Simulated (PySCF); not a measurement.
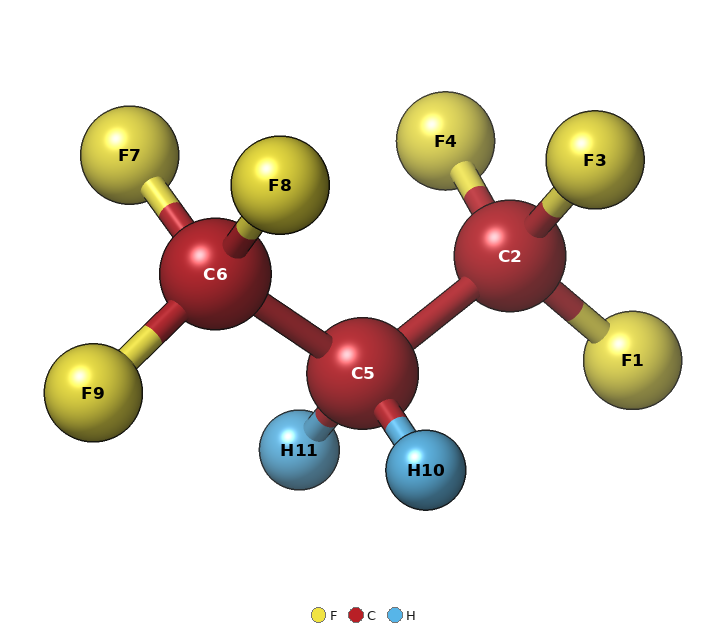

Computed geometry: PBE0-D3(BJ)/def2-SVP optimisation. No frequency run is at hand to confirm it as a minimum. Level of theory: B3LYP/pcJ-1 indirect spin-spin coupling, non-relativistic, gas phase (PySCF 2.14.0). Isotopes: 13C, 19F, 1H.

Give the spin–spin coupling constants of these pairs, with the number of bonds between them: C2/F4, C6/F7, F1/F4, F7/F8, F3/H10, F4/H11, F9/H11.

```csv
pair,bonds apart,J (Hz)
"C2, F4",1,−346.7
"C6, F7",1,−347.2
"F1, F4",2,71.4
"F7, F8",2,48.3
"F3, H10",3,0.9
"F4, H11",3,1.5
"F9, H11",3,1.8
```

Density functionals are unreliable for couplings to fluorine, so those rows may be far off.
